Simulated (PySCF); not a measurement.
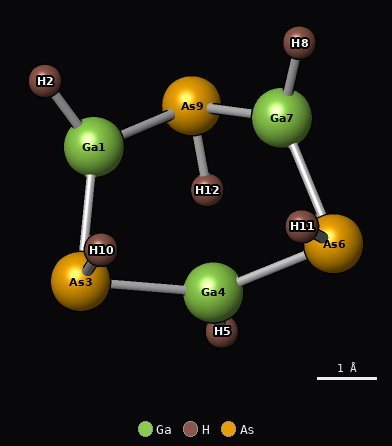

The input geometry (ball-and-stick view, seen on its broad side; atoms are numbered from 1 in the order of the input). Sticks mark near contacts.

# Ga3As3H6: excited-state calculation

System: Ga3As3H6 ((HGaAsH)3 ring).
Method: TDDFT CAM-B3LYP/def2-SVPD, vertical, gas phase, core orbitals frozen in the response (PySCF 2.14.0).

The geometry comes from this level: PBE0-D3(BJ)/def2-SVP. It belongs to a series of runs on one base structure; here: H, AsH.

The program's output
```
coarse grid: 59080 points
cycle   1  E = -12484.9263357810  dE = -3.172e+00  |g| = 8.881e-01  |ddm| = 4.333e+00
cycle   2  E = -12484.9043459530  dE =  2.199e-02  |g| = 1.015e+00  |ddm| = 1.821e+00
cycle   3  E = -12485.0369127116  dE = -1.326e-01  |g| = 7.484e-02  |ddm| = 1.049e+00
cycle   4  E = -12485.0376915809  dE = -7.789e-04  |g| = 1.791e-02  |ddm| = 7.953e-02
cycle   5  E = -12485.0377847910  dE = -9.321e-05  |g| = 6.067e-03  |ddm| = 5.342e-02
cycle   6  E = -12485.0377960789  dE = -1.129e-05  |g| = 1.428e-03  |ddm| = 1.508e-02
cycle   7  E = -12485.0377968347  dE = -7.559e-07  |g| = 5.605e-04  |ddm| = 3.237e-03
final grid: 111328 points
cycle   8  E = -12485.0376227232  dE = -1.441e-07  |g| = 6.489e-04  |ddm| = 4.214e-03
cycle   9  E = -12485.0376227144  dE =  8.804e-09  |g| = 7.923e-04  |ddm| = 1.369e-03
cycle  10  E = -12485.0376227870  dE = -7.266e-08  |g| = 3.715e-05  |ddm| = 7.218e-04
cycle  11  E = -12485.0376227883  dE = -1.311e-09  |g| = 2.144e-05  |ddm| = 1.205e-04
cycle  12  E = -12485.0376227888  dE = -5.002e-10  |g| = 4.264e-06  |ddm| = 8.693e-05
```

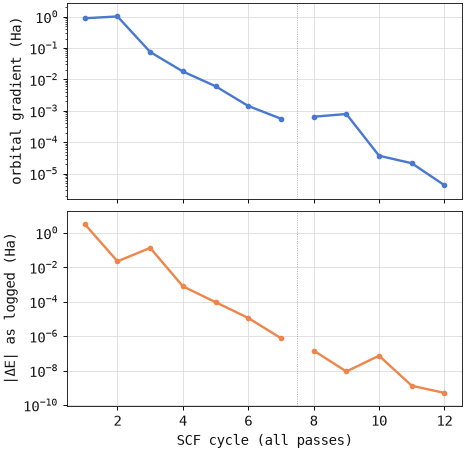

Convergence of the self-consistent field: orbital gradient and size of the energy change against the SCF cycle. The dotted line marks the change from a coarse to the final integration grid. The first 7 cycles use a coarse grid, the final grid takes over at cycle 8, and the field converges after 12 cycles in all.

```
converged SCF energy = -12485.0376227888

Static polarisability (au): isotropic 192.877, principal 158.411 205.580 214.640

Singlet excitations
state   eV       nm        f      main configurations
  1   3.2253    384.4   0.00230   H-1->L 0.90
  2   3.3262    372.8   0.00217   H->L 0.85
  3   3.6298    341.6   0.00004   H-2->L 0.89
  4   4.1792    296.7   0.00023   H->L+1 0.61, H-4->L 0.26
  5   4.1979    295.3   0.00572   H-3->L 0.82
  6   4.3124    287.5   0.00977   H-4->L 0.62, H->L+1 0.28
  7   4.4984    275.6   0.01469   H-1->L+1 0.94
  8   4.8604    255.1   0.00011   H-2->L+1 0.88
  9   4.9763    249.1   0.00730   H-3->L+1 0.74
 10   5.0878    243.7   0.00231   H->L+2 0.79
 11   5.2641    235.5   0.02175   H-5->L 0.49, H->L+3 0.29, H-1->L+2 0.09
 12   5.2912    234.3   0.04826   H-1->L+2 0.75, H->L+3 0.13
 13   5.3481    231.8   0.04912   H->L+4 0.41, H-1->L+3 0.37
 14   5.4499    227.5   0.04453   H-1->L+3 0.29, H-2->L+2 0.27, H->L+4 0.15
 15   5.4984    225.5   0.03544   H->L+3 0.34, H-5->L 0.21

Triplet excitations (Tamm-Dancoff, eV): 2.9176 3.0158 3.3959 3.8794
```

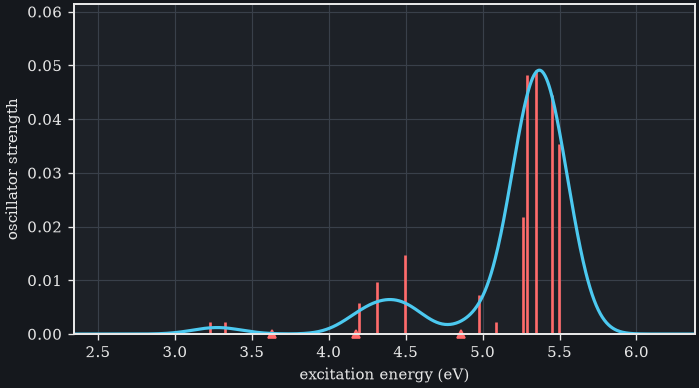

Computed excitations as sticks (degenerate states added up, dark ones marked on the axis), with a Gaussian envelope of 0.35 eV full width at half maximum, scaled to the tallest. Of the 15 states the lowest lies at 3.23 eV (f = 0.002); the strongest line is at 5.35 eV, or 232 nm (f = 0.049).

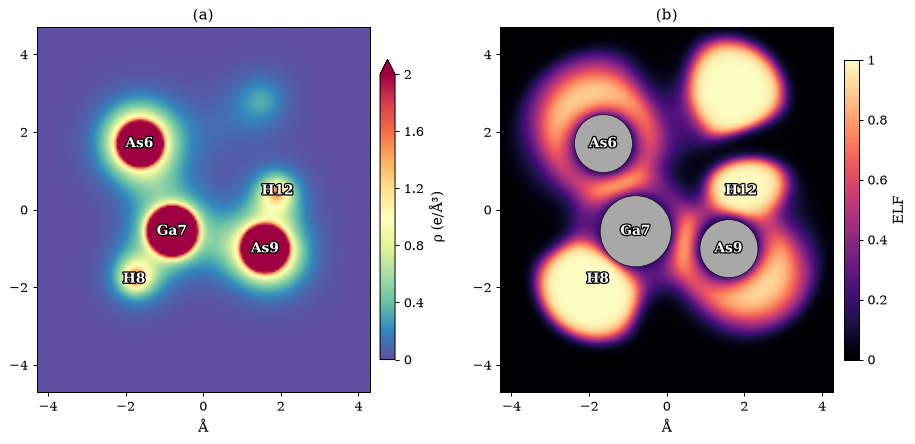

(a) electron density; (b) electron localisation function on the plane of atoms H8, Ga7 and As9. Grey discs, where drawn, cover atomic cores. Ga–As (2.42 Å): ρ is about 0.54 e/Å³ halfway; the ELF peaks at about 0.75 in the valence shell of As, 1.1 Å from its nucleus, and is about 0.75 at the midpoint. Ga–H (1.57 Å): ρ at the midpoint is about 0.96 e/Å³, with its minimum of 0.77 e/Å³ about 0.9 Å from Ga; the ELF climbs to about 1 towards the hydrogen.

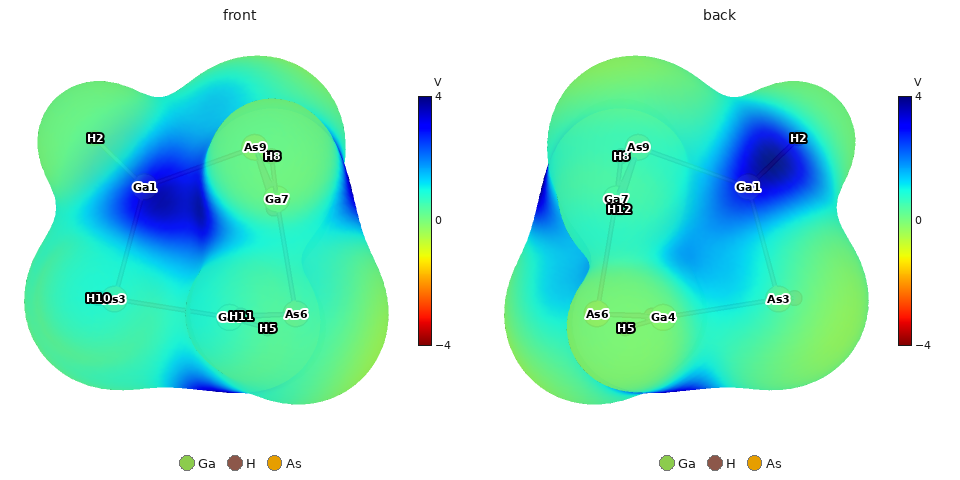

The molecular electrostatic potential painted on the density surface at 0.004 e/bohr³, seen at a tilt and from behind; the colour scale runs from red (negative) to blue (positive). Its dipole moment is 0.26 D.

This output came from the following input.

Input
```
{"job": {"kind": "uv", "xc": "CAM-B3LYP", "basis": "def2-SVPD", "ip": false, "nstates": 15}, "charge": 0, "multiplicity": 1}
Ga     0.021658    -1.958617     0.042762
H      1.120085    -3.082595     0.089675
As    -0.850819    -1.211309    -2.094702
Ga    -1.235143     0.858581    -0.893526
H     -2.722623     1.096643    -0.427879
As     0.359571     2.536296    -0.166478
Ga     1.029931     0.833023     1.409170
H      2.522001     0.705973     1.886648
As    -0.555668    -0.867288     2.155906
H      0.616329    -0.947035    -2.444902
H      1.539512     2.071656    -1.022075
H     -1.729375    -0.118078     1.516411
```

The first line tells a small driver script what to run in PySCF; the rest is the geometry in Å.

Launch command:
```bash
OMP_NUM_THREADS=2 python <driver script> task.json out
```

Summary

```json
{"quantity": "outcome", "value": "converged"}
{"quantity": "total energy", "value": "−12485.037623 hartree"}
{"quantity": "HOMO", "value": "−7.88 eV"}
{"quantity": "LUMO", "value": "−1.87 eV"}
{"quantity": "dipole moment", "value": "0.26 D"}
{"quantity": "mean polarisability", "value": "192.88 a.u."}
{"quantity": "lowest singlet excitation", "value": "3.23 eV"}
{"quantity": "hardware", "value": "2 CPU threads, shared host"}
{"quantity": "wall time", "value": "94 s (CPU time 3.4 min)"}
{"quantity": "peak memory", "value": "2.1 GiB"}
```

Remarks

Spin–orbit coupling is left out, which matters for the heavy atoms.
